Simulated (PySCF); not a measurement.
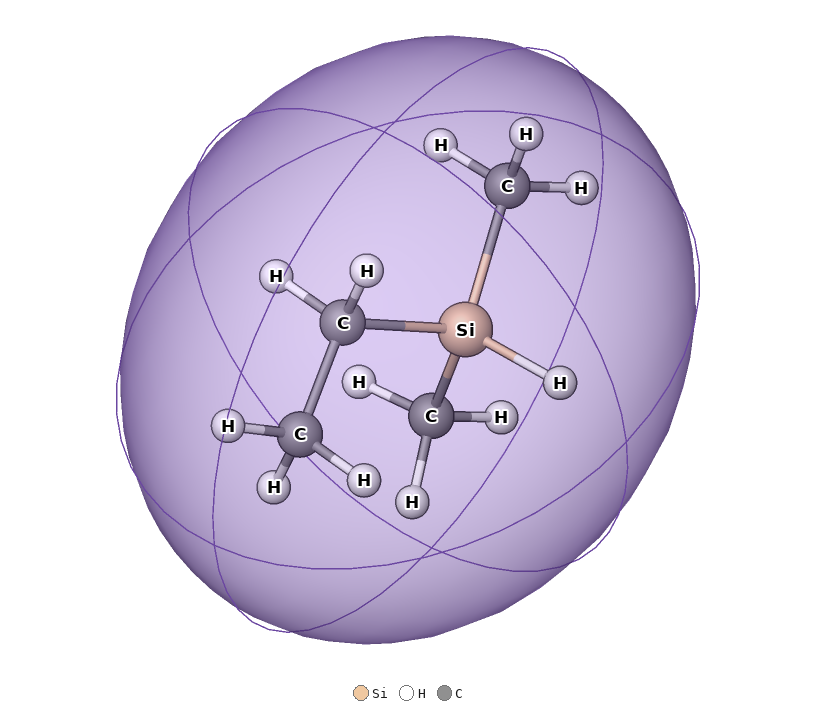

The ellipsoid shows the static dipole polarisability: its half-axes are proportional to the principal values. Computed geometry: PBE0-D3(BJ)/def2-SVP optimisation. No frequency run is at hand to confirm it as a minimum. Method: B3LYP/def2-SVPD (PySCF 2.14.0).

Question. How large and how anisotropic is the polarisability?

Answer. Principal values 70.4, 78.5, 86.7 bohr³; mean 78.5 bohr³ (11.64 Å³); anisotropy 14.1 bohr³, so the longest axis is 1.23 times the shortest.
